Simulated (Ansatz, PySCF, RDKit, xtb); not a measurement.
# Which structure has the formula C2H2In?, part 1 of 2

Only the formula C2H2In is given (odd number of electrons). Aim: find the structure of lowest free energy at 298.15 K, then its properties.

The funnel: GFN2-xTB relaxations, single points with a density functional, relaxations at PBE0-D3(BJ)/def2-SVP, harmonic vibrations, and a last energy at a higher level. All values are calculated.

7 further runs of the same task are left out: 7 set aside as unsound or not needed.

### Step 1. Possible bonding patterns

All bonding patterns within simple valence rules are listed by program: one Lewis structure each, at most two rings and one unusual centre or charged pair. O–O, O–halogen and N–halogen bonds and N–N–N chains are not drawn. That gives 8 candidates.

```
label           SMILES     spin
 c046       C#[C][InH]  doublet
 c211    [C]#[C][InH2]  doublet
 c246    [C]=[CH][InH]  doublet
 c415  [C]1=[CH][InH]1  doublet
 c532   [C]1[CH2][In]1  doublet
 c546  [CH]1=[CH][In]1  doublet
 c565    [CH]=[CH][In]  doublet
 c895        C=[C][In]  doublet
```

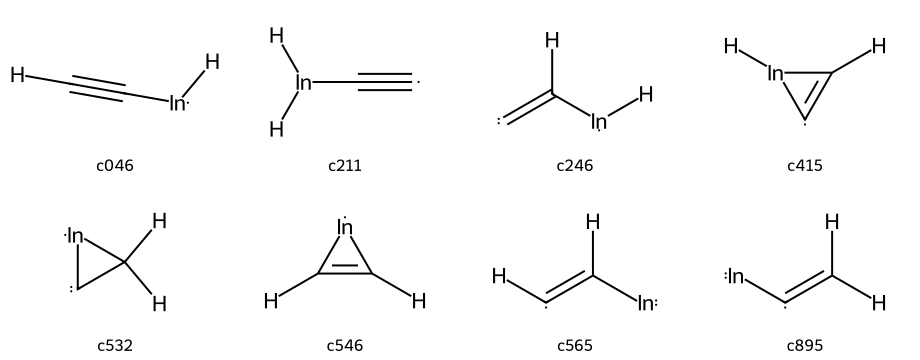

Structural formulas of the candidates.

Candidates are built by distance geometry, with a force field where one applies, in up to four conformers (letters a to d). 10 starts with atoms placed at random are added, to find patterns that the rules miss.

### Step 2. Search with GFN2-xTB

All 26 starts are relaxed the same way. One of them, c565b (enumerated, embedded by distance geometry and UFF), in full:

The input, start.xyz:

```xyz
5
c565b
C     -0.017784    -0.519306    -0.311012
C     -1.040709     0.071392    -0.458499
In    -1.648913     2.183578    -0.082881
H      0.285647    -1.616869    -0.499252
H     -1.940912    -0.522839    -0.999127
```

Started as:

```console
$ xtb start.xyz --gfn 2 --opt --uhf 1
```

Output, cut to the lines that bear on the results:

```text
* xtb version 6.7.1
[...]
          :  # basis functions                  20          :
[...]
          :  # electrons                        13          :
[...]
          :  Hamiltonian                  GFN2-xTB          :
[...]
          :  net charge                          0          :
          :  unpaired electrons                  1          :
[...]
   *** convergence criteria satisfied after 11 iterations ***
[...]
   *** GEOMETRY OPTIMIZATION CONVERGED AFTER 16 ITERATIONS ***
[...]
   *** convergence criteria satisfied after 3 iterations ***
[...]
         ::                     SUMMARY                     ::
         :::::::::::::::::::::::::::::::::::::::::::::::::::::
         :: total energy              -6.398128997879 Eh    ::
         :: gradient norm              0.000303262724 Eh/a0 ::
         :: HOMO-LUMO gap              2.587880252719 eV    ::
         ::.................................................::
         :: SCC energy                -6.501298032459 Eh    ::
         :: -> isotropic ES            0.009234324697 Eh    ::
         :: -> anisotropic ES          0.004662996708 Eh    ::
         :: -> anisotropic XC          0.006341419382 Eh    ::
         :: -> dispersion             -0.002312993079 Eh    ::
         :: repulsion energy           0.103169034580 Eh    ::
         :: add. restraining           0.000000000000 Eh    ::
         :: total charge               0.000000000000 e     ::
         :::::::::::::::::::::::::::::::::::::::::::::::::::::
[...]
         7        1.0000           -0.2604049              -7.0860 (HOMO)
         8                         -0.1653020              -4.4981 (LUMO)
[...]
     #   Z          covCN         q      C6AA      α(0)
     1   6          2.674    -0.153    31.918     9.245
     2   6          2.675    -0.153    31.922     9.245
     3  49          1.537     0.245   381.383    44.483
     4   1          0.925     0.031     2.578     2.511
     5   1          0.925     0.031     2.579     2.511
[...]
     #   Z sym  total        # sym  WBO       # sym  WBO       # sym  WBO
 ---------------------------------------------------------------------------
     1   6      3.812 --     2      2.281     4      0.922     3      0.584
     2   6      3.812 --     1      2.281     5      0.922     3      0.584
     3  49      1.255 --     2      0.584     1      0.584
     4   1      0.995 --     1      0.922
     5   1      0.995 --     2      0.922
 ---------------------------------------------------------------------------
[...]
molecular dipole:
                 x           y           z       tot (Debye)
 q only:       -0.029       0.949       0.270
   full:       -0.024       0.818       0.233       2.162
molecular quadrupole (traceless):
[...]
          | TOTAL ENERGY               -6.398128997879 Eh   |
          | GRADIENT NORM               0.000303262724 Eh/α |
          | HOMO-LUMO GAP               2.587880252719 eV   |
           -------------------------------------------------
[...]
```

It took 0.046 s on 1 thread of Arm Neoverse V1, shared host.

### Step 3. Distinct minima at GFN2-xTB

26 of the 26 relaxations converged; 21 ended on a minimum already found. 5 distinct structures remain:

```
label             start     SMILES after     spin  energy (kcal/mol)
 c073  random and drawn  [CH]1=[CH][In]1  doublet                0.0
c895a  drawn and random        C=[C][In]  doublet                1.0
 c716            random    [CH]=[CH][In]  doublet                3.6
c046b  drawn and random       C#[C][InH]  doublet               13.3
c211a             drawn    [C]#[C][InH2]  doublet               72.2
```

GFN2-xTB has no spin polarisation, so it can't rank spin states and is rough for open shells.

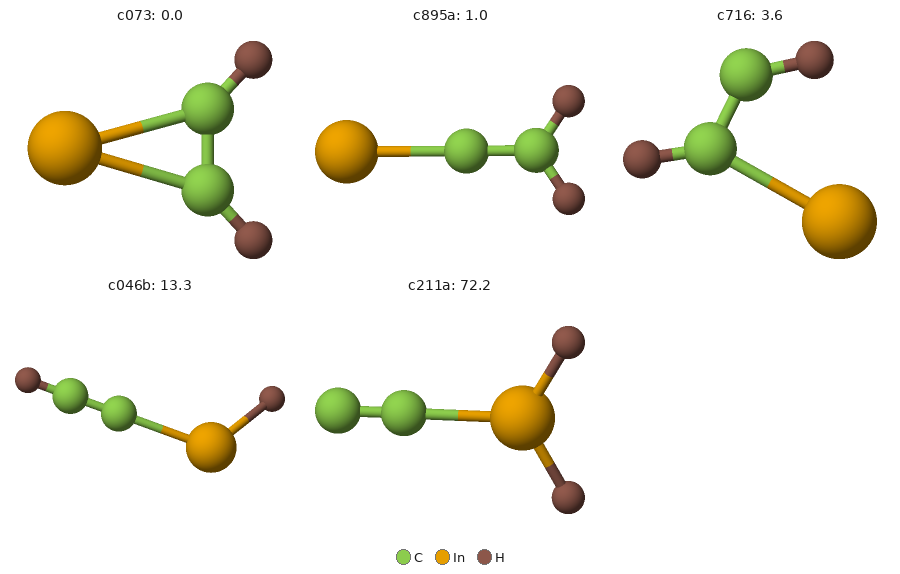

The 5 lowest minima that did not fall apart, with their GFN2-xTB energies in kcal/mol.

### Step 4. Second filter: single points

A choice of the minima (the low ones first, few conformers of a pattern, up to a cap) and the lowest that fell apart get a single point at r2SCAN-D4/def2-SVP on the tight-binding geometry, and one at HF/STO-3G for comparison. The first, c073:

The input, input.yaml:

```yaml
crystal:
  periodic: [false, false, false]
  atoms:
    - {symbol: C, position_ang: [-0.567688, 0.721314, -0.796158]}
    - {symbol: C, position_ang: [0.423781, 0.396858, -0.045344]}
    - {symbol: In, position_ang: [-1.542466, -0.315892, 1.142633]}
    - {symbol: H, position_ang: [-0.704037, 1.200143, -1.756551]}
    - {symbol: H, position_ang: [1.501770, 0.476767, -0.086991]}
basis:
  gaussian: {orbitals: def2-SVP}
magnetization: {spin_polarized: true, initial_magnetization: 1}
hamiltonian: {xc: {name: r2SCAN}, dispersion: d4}
scf: {lower_state_search: off}
```

Started as:

```console
$ ansatz run input.yaml --threads 1 --pin off --max-ram 2610MiB --events-out events.jsonl --progress --plain --runs-dir runs
```

Output, cut to the lines that bear on the results:

```text
Warning: RAYON_NUM_THREADS=1 ignored (pool sized by the plan → 1); use --threads N
Functional definition: r2SCAN
  name "r2SCAN"
[...]
748 factors; their error is unknown
[...]
mean field -7276.61378978 eV, -267.4106245085 hartree, gradient 3.5e-6 eV, S^2 0.754814; 0 other end points of the search recorded, 0 dependent functions left out
reference -7276.61380422 eV, -267.4106250392 hartree; 18, 17 occupied and 46, 47 virtual orbitals, 748 factors
Total energy: -7276.63346586 eV, -267.4113475911 hartree
Checks for a lower state left out: stability, starts, cluster_reference, orbital_swaps, neighbouring_geometries, increment
```

Run time: 3.3 s. Hardware: 1 thread of Arm Neoverse V1, shared host.

Relative energies in kcal/mol, each column from its lowest structure that stays in one piece:

```
label           SMILES     spin  GFN2-xTB  HF/STO-3G  r2SCAN-D4/def2-SVP
c895a        C=[C][In]  doublet       1.0        0.0                 0.0
 c073  [CH]1=[CH][In]1  doublet       0.0       27.9                 3.6
 c716    [CH]=[CH][In]  doublet       3.6       21.9                 5.5
c046b       C#[C][InH]  doublet      13.3       27.8                29.9
```

### Step 5. Third filter: density-functional geometries

3 candidates are relaxed at PBE0-D3(BJ)/def2-SVP (chosen among the lowest in one piece). The first, c895a:

The input, input.yaml:

```yaml
crystal:
  periodic: [false, false, false]
  atoms:
    - {symbol: C, position_ang: [-0.905006, -0.791662, -0.658480]}
    - {symbol: C, position_ang: [-0.882355, 0.492252, -0.421821]}
    - {symbol: In, position_ang: [-0.832127, 2.694474, -0.018446]}
    - {symbol: H, position_ang: [-1.532566, -1.497290, -0.109300]}
    - {symbol: H, position_ang: [-0.299530, -1.277511, -1.427469]}
basis:
  gaussian: {orbitals: def2-SVP}
relax: {f_tol: 0.003}
magnetization: {spin_polarized: true, initial_magnetization: 1}
hamiltonian: {xc: pbe0, dispersion: d3bj}
```

Started as:

```console
$ ansatz run input.yaml --threads 1 --pin off --max-ram 2610MiB --events-out events.jsonl --progress --plain --runs-dir runs
```

Output, cut to the lines that bear on the results:

```text
Warning: RAYON_NUM_THREADS=1 ignored (pool sized by the plan → 1); use --threads N
[...]
Functional definition: PBE0
  name "PBE0"
[...]
810 factors; integrals over basis functions are off by at most 2.8e-4 eV
[...]
mean field -7273.54769619 eV, -267.2979476475 hartree, gradient 8.8e-5 eV, S^2 0.761338; 0 other end points of the search recorded, 0 dependent functions left out
[...]
reference -7273.54772330 eV, -267.2979486434 hartree; 18, 17 occupied and 46, 47 virtual orbitals, 810 factors
relax step   1: F+E_penalty+E_count = -7273.63079838 eV  Δ(F+E_penalty+E_count) = +0.000e0 eV  max|allowed force component| = 8.920e-1 eV/Å  Δτ_max = 0.0000 Å  (32 SCF iters, accepted)
[...]
relax step   5: F+E_penalty+E_count = -7273.64524458 eV  Δ(F+E_penalty+E_count) = -2.934e-5 eV  max|allowed force component| = 5.669e-2 eV/Å  Δτ_max = 0.0020 Å  (27 SCF iters, accepted)
[...]
relax step   6: F+E_penalty+E_count = -7273.64528371 eV  Δ(F+E_penalty+E_count) = -3.913e-5 eV  max|allowed force component| = 5.443e-4 eV/Å  Δτ_max = 0.0011 Å  (26 SCF iters, accepted)
810 factors; integrals over basis functions are off by at most 2.9e-4 eV
[...]
mean field -7273.56192311 eV, -267.2984704768 hartree, gradient 7.3e-5 eV, S^2 0.762002; 1 other end points of the search recorded, 0 dependent functions left out
[...]
reference -7273.56195018 eV, -267.2984714716 hartree; 18, 17 occupied and 46, 47 virtual orbitals, 810 factors
Total energy: -7273.64531078 eV, -267.3015349174 hartree
Atom 0 at    -0.905056    -0.797315    -0.659653 Å, force    -0.000100     0.000544     0.000069 eV/Å
Atom 1 at    -0.879301     0.497754    -0.420831 Å, force     0.000337     0.000238    -0.000307 eV/Å
Atom 2 at    -0.833948     2.677563    -0.021229 Å, force    -0.000116    -0.000457     0.000049 eV/Å
Atom 3 at    -1.548172    -1.490810    -0.091646 Å, force    -0.000223    -0.000292     0.000248 eV/Å
Atom 4 at    -0.285107    -1.266929    -1.442157 Å, force     0.000101    -0.000034    -0.000058 eV/Å
Dipole moment:     0.000797     0.027108     0.004692 e Å
```

It took 23 s on 1 thread of Arm Neoverse V1, shared host.

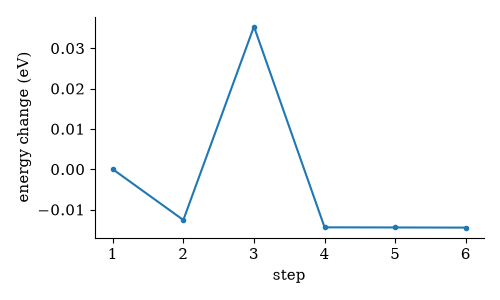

Energy along the run, all evaluated steps.

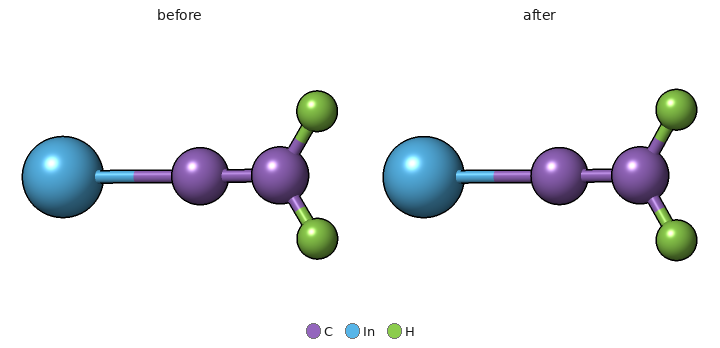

Before and after, at one scale.

After the run. Bond lengths: C1–C2 1.317 Å, C2–In3 2.217 Å, C1–H4 1.103 Å, C1–H5 1.103 Å. Angles: C1–C2–In3 179.9°, C2–C1–H4 122.4°, C2–C1–H5 122.4°, H4–C1–H5 115.2°.

### Step 6. Ranking at PBE0-D3(BJ)/def2-SVP

```
label     spin  r2SCAN-D4/def2-SVP (kcal/mol)  PBE0-D3(BJ)/def2-SVP, relaxed (kcal/mol)  time
c895a  doublet                            0.0                                       0.0  23 s
 c073  doublet                            3.6                                       1.2  30 s
 c716  doublet                            5.5                                       4.5  34 s
```

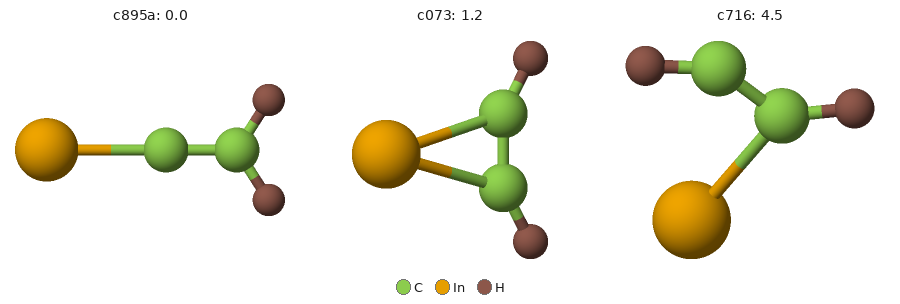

The relaxed structures, with energies at PBE0-D3(BJ)/def2-SVP in kcal/mol.

### Step 7. Vibrations and thermal terms

The lowest few in one piece go on as finalists. Harmonic vibrations at PBE0-D3(BJ)/def2-SVP test each finalist and give the zero-point energy and the thermal terms. The first, c895a:

The input, input.yaml:

```yaml
crystal:
  periodic: [false, false, false]
  atoms:
    - {symbol: C, position_ang: [-0.905056, -0.797315, -0.659653]}
    - {symbol: C, position_ang: [-0.879301, 0.497754, -0.420831]}
    - {symbol: In, position_ang: [-0.833948, 2.677563, -0.021229]}
    - {symbol: H, position_ang: [-1.548172, -1.490810, -0.091646]}
    - {symbol: H, position_ang: [-0.285107, -1.266929, -1.442157]}
basis:
  gaussian:
    orbitals: def2-SVP
magnetization:
  spin_polarized: true
  initial_magnetization: 1
hamiltonian:
  xc: {name: PBE0}
  dispersion: d3bj
scf:
  lower_state_search: "off"
phonons: {}
```

Started as:

```console
$ ansatz run input.yaml --threads 1 --pin off --max-ram 2610MiB --events-out events.jsonl --progress --plain --runs-dir runs
```

Output, cut to the lines that bear on the results:

```text
Warning: RAYON_NUM_THREADS=1 ignored (pool sized by the plan → 1); use --threads N
[... 2 set-up lines as earlier in the session ...]
[...]
813 factors; integrals over basis functions are off by at most 1.6e-4 eV
[...]
mean field -7273.56192324 eV, -267.2984704816 hartree, gradient 1.7e-6 eV, S^2 0.762002; 0 other end points of the search recorded, 0 dependent functions left out
[...]
reference -7273.56195031 eV, -267.2984714764 hartree; 18, 17 occupied and 46, 47 virtual orbitals, 813 factors
[...]
813 factors; integrals over basis functions are off by at most 1.6e-4 eV
mean field -7273.56183526 eV, -267.2984672484 hartree, gradient 1.2e-6 eV, S^2 0.762000; 0 other end points of the search recorded, 0 dependent functions left out
[...]
reference -7273.56186233 eV, -267.2984682432 hartree; 18, 17 occupied and 46, 47 virtual orbitals, 813 factors
[...]
813 factors; integrals over basis functions are off by at most 1.6e-4 eV
[...]
mean field -7273.56187336 eV, -267.2984686487 hartree, gradient 2.4e-6 eV, S^2 0.762006; 0 other end points of the search recorded, 0 dependent functions left out
[...]
reference -7273.56190043 eV, -267.2984696434 hartree; 18, 17 occupied and 46, 47 virtual orbitals, 813 factors
Total energy: -7273.64531092 eV, -267.3015349224 hartree
Atom 0 at    -0.905056    -0.797315    -0.659653 Å, force    -0.000104     0.000532     0.000074 eV/Å
Atom 1 at    -0.879301     0.497754    -0.420831 Å, force     0.000337     0.000259    -0.000308 eV/Å
Atom 2 at    -0.833948     2.677563    -0.021229 Å, force    -0.000116    -0.000465     0.000048 eV/Å
Atom 3 at    -1.548172    -1.490810    -0.091646 Å, force    -0.000217    -0.000290     0.000242 eV/Å
Atom 4 at    -0.285107    -1.266929    -1.442157 Å, force     0.000100    -0.000035    -0.000056 eV/Å
Dipole moment:     0.000797     0.027107     0.004691 e Å
Vibrations: 97.25 129.43 349.23 854.00 897.69 1346.15 1697.49 3056.00 3124.93 cm⁻¹, zero-point energy 0.716143 eV
Checks for a lower state left out: stability, starts, cluster_reference, orbital_swaps, neighbouring_geometries, increment
```

It took 64 s on 1 thread of Arm Neoverse V1, shared host.

### Step 8. Zero-point energy and free-energy terms

At 298.15 K and 1 atm, ideal gas, rigid rotor and harmonic oscillator:

```
label           SMILES     spin  point group  lowest mode (cm⁻¹)  zero-point (kcal/mol)  G − E (kcal/mol)
c895a        C=[C][In]  doublet          C2v                  97                   16.5              -1.2
 c073  [CH]1=[CH][In]1  doublet          C2v                 228                   16.3              -1.1
 c716    [CH]=[CH][In]  doublet           Cs                 196                   16.3              -1.6
```

### Step 9. The final energy

Each finalist gets a single point at CCSD(T)/def2-SVP + MP2/def2-TZVPP - MP2/def2-SVP.

c895a, CCSD(T)/def2-SVP:

The input, input.yaml:

```yaml
crystal:
  periodic: [false, false, false]
  atoms:
    - symbol: C
      position_ang: [-0.905056, -0.797315, -0.659653]
    - symbol: C
      position_ang: [-0.879301, 0.497754, -0.420831]
    - symbol: In
      position_ang: [-0.833948, 2.677563, -0.021229]
    - symbol: H
      position_ang: [-1.548172, -1.490810, -0.091646]
    - symbol: H
      position_ang: [-0.285107, -1.266929, -1.442157]
basis:
  gaussian:
    orbitals: def2-SVP
magnetization:
  spin_polarized: true
  initial_magnetization: 1
correlation:
  method: ccsd_t
  frozen_orbitals: {H: 0, C: 1, In: 4}
scf:
  omitted_lower_state_checks: [cluster_reference]
```

Started as:

```console
$ ansatz run input.yaml --threads 1 --pin off --max-ram 2610MiB --events-out events.jsonl --progress --plain --runs-dir runs
```

Output, cut to the lines that bear on the results:

```text
Warning: RAYON_NUM_THREADS=1 ignored (pool sized by the plan → 1); use --threads N
Functional definition: HF
  name "HF"
[...]
737 factors; integrals over basis functions are off by at most 1.1e-3 eV
[...]
mean field -7237.66502906 eV, -265.9792839525 hartree, gradient 2.8e-6 eV, S^2 0.962740; 4 other end points of the search recorded, 0 dependent functions left out
6 core orbitals not correlated: weight in the atoms' cores, before any rotation towards them, 1.000 or more for the frozen orbitals, at most 0.000 for the correlated occupied ones
reference -7237.66502906 eV, -265.9792839525 hartree; 12, 11 occupied and 46, 47 virtual orbitals, 737 factors
second order -7.83373431 eV of doubles, -0.00000000 eV of singles
cycle   1  -8.45390992 eV  change   -6.2e-1 eV  update   1.0e-1
[...]
cycle  12  -9.06671421 eV  change   -1.4e-5 eV  update   1.5e-5
perturbative correction -0.36835759 eV, -0.0135368919 hartree
Total energy: -7247.10010087 eV, -266.3260164460 hartree
Checks for a lower state left out: cluster_reference
```

Wall time 9 s (1 thread of Arm Neoverse V1, shared host).

### Step 10. c895a at MP2/def2-TZVPP

The input, input.yaml:

```yaml
crystal:
  periodic: [false, false, false]
  atoms:
    - {symbol: C, position_ang: [-0.905056, -0.797315, -0.659653]}
    - {symbol: C, position_ang: [-0.879301, 0.497754, -0.420831]}
    - {symbol: In, position_ang: [-0.833948, 2.677563, -0.021229]}
    - {symbol: H, position_ang: [-1.548172, -1.490810, -0.091646]}
    - {symbol: H, position_ang: [-0.285107, -1.266929, -1.442157]}
basis:
  gaussian: {orbitals: def2-TZVPP}
magnetization: {spin_polarized: true, initial_magnetization: 1}
correlation: {method: mp2, frozen_orbitals: {H: 0, C: 1, In: 4}}
```

Started as:

```console
$ ansatz run input.yaml --threads 1 --pin off --max-ram 2610MiB --events-out events.jsonl --progress --plain --runs-dir runs
```

Output, cut to the lines that bear on the results:

```text
Warning: RAYON_NUM_THREADS=1 ignored (pool sized by the plan → 1); use --threads N
[... 2 set-up lines as earlier in the session ...]
[...]
1029 factors; integrals over basis functions are off by at most 8.5e-4 eV
[...]
mean field -7240.18055602 eV, -266.0717278631 hartree, gradient 1.6e-6 eV, S^2 0.935989; 4 other end points of the search recorded, 0 dependent functions left out
6 core orbitals not correlated: weight in the atoms' cores, before any rotation towards them, 1.000 or more for the frozen orbitals, at most 0.000 for the correlated occupied ones
reference -7240.18055602 eV, -266.0717278631 hartree; 12, 11 occupied and 122, 123 virtual orbitals, 1029 factors
second order -14.81543534 eV of doubles, -0.00000000 eV of singles
Total energy: -7254.99599136 eV, -266.6161850697 hartree
```

Wall time 7.2 s (1 thread of Arm Neoverse V1, shared host).

### Step 11. c073 at CCSD(T)/def2-SVP

The input, input.yaml:

```yaml
crystal:
  periodic: [false, false, false]
  atoms:
    - {symbol: C, position_ang: [-0.505912, 0.751838, -0.849628]}
    - {symbol: C, position_ang: [0.472061, 0.431207, -0.109293]}
    - {symbol: In, position_ang: [-1.529116, -0.308302, 1.128419]}
    - {symbol: H, position_ang: [-0.874261, 1.199393, -1.773015]}
    - {symbol: H, position_ang: [1.548588, 0.405054, 0.061105]}
basis:
  gaussian: {orbitals: def2-SVP}
magnetization: {spin_polarized: true, initial_magnetization: 1}
correlation: {method: ccsd_t, frozen_orbitals: {H: 0, C: 1, In: 4}}
scf: {omitted_lower_state_checks: [cluster_reference]}
```

Started as:

```console
$ ansatz run input.yaml --threads 1 --pin off --max-ram 2610MiB --events-out events.jsonl --progress --plain --runs-dir runs
```

Output, cut to the lines that bear on the results:

```text
Warning: RAYON_NUM_THREADS=1 ignored (pool sized by the plan → 1); use --threads N
[... 2 set-up lines as earlier in the session ...]
[...]
735 factors; integrals over basis functions are off by at most 1.2e-3 eV
[...]
mean field -7236.98671898 eV, -265.9543565166 hartree, gradient 4.6e-6 eV, S^2 0.765281; 5 other end points of the search recorded, 0 dependent functions left out
6 core orbitals not correlated: weight in the atoms' cores, before any rotation towards them, 1.000 or more for the frozen orbitals, at most 0.000 for the correlated occupied ones
reference -7236.98671898 eV, -265.9543565166 hartree; 12, 11 occupied and 46, 47 virtual orbitals, 735 factors
second order -8.84322965 eV of doubles, -0.00000000 eV of singles
cycle   1  -9.12292836 eV  change   -2.8e-1 eV  update   9.7e-2
[...]
cycle  10  -9.58750028 eV  change    1.4e-5 eV  update   2.7e-5
perturbative correction -0.45580982 eV, -0.0167507018 hartree
Total energy: -7247.03002907 eV, -266.3234413549 hartree
Checks for a lower state left out: cluster_reference
```

Run time: 5.7 s. Hardware: 1 thread of Arm Neoverse V1, shared host.

(Continued in part 2 of 2.)
